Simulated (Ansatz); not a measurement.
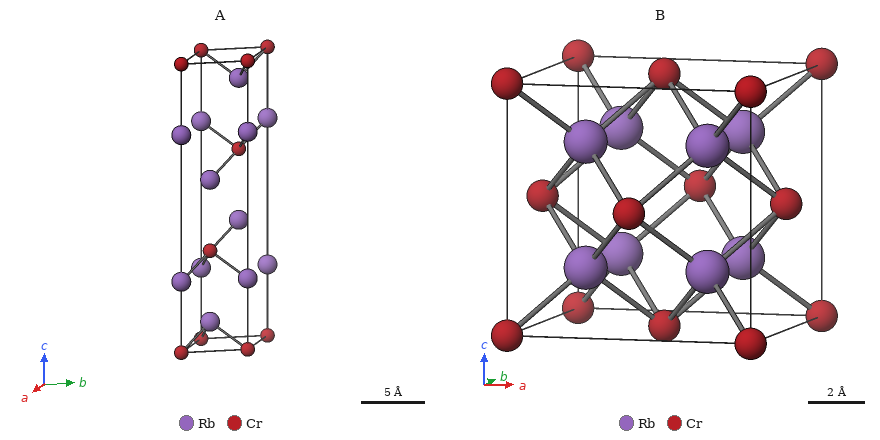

Two structures of Rb2Cr, each relaxed to rest (conventional cells in solid outline, small ones repeated, not to one scale). Method: DFT PBE, scalar-relativistic, plane waves, PAW (Ansatz), with collinear spins.

### What are the two structures?

A: 9 atoms a cell on a rhombohedral (trigonal R) lattice, R-3m. B: antifluorite, Fm-3m.

### Compare their energies: which is lower?

B is lower, by 38 meV/atom at this level of theory (energies at zero smearing). Volumes: A 66.4, B 63.1 Å³/atom.

One or both may be structure types tried for this composition rather than known phases.
